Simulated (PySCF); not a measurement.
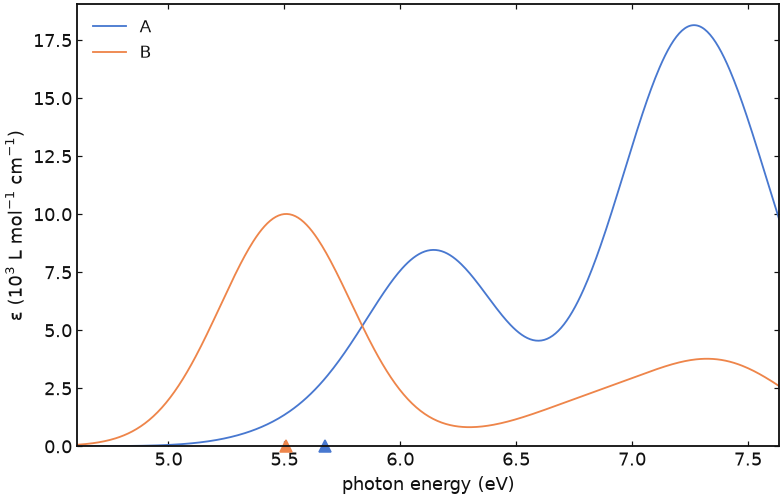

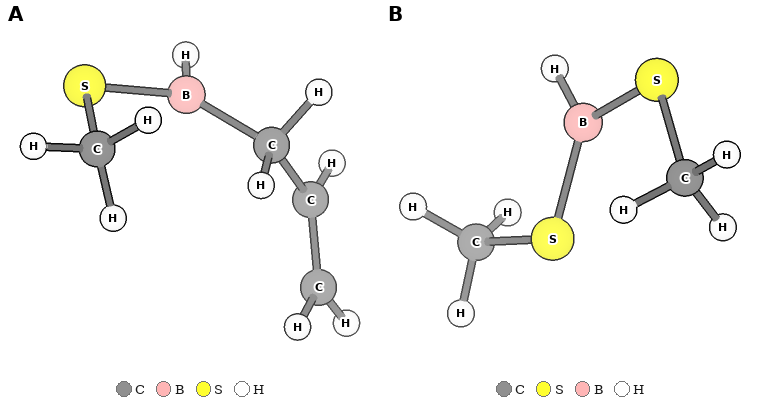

Related molecules: A is C₄H₉BS, SMILES C=CCBSC; B is C₂H₇BS₂, SMILES CSBSC. Vertical TDDFT absorption, CAM-B3LYP/def2-SVPD, PySCF 2.14.0, at a PBE0-D3(BJ)/def2-SVP geometry (no frequency check); Gaussians of 1/e half-width 0.40 eV, triangles mark S1, and the range ends where the computed states of one molecule run out.

**How does the lowest singlet move?**

A: 5.68 eV (f = 0.023, mainly HOMO → LUMO (88 %)); B: 5.51 eV (f = 0.247, mainly HOMO → LUMO (96 %)). From A to B it shifts 0.17 eV to the red, but one of these states is bright and the other nearly dark, so it isn't one band that moves.

**And the brightest state of each within the range drawn?**

A: S7 at 7.26 eV, f = 0.25; B: S1 at 5.51 eV, f = 0.25.

Caveats, for all or some of the runs: core orbitals are frozen in the response; one conformer of a flexible molecule.
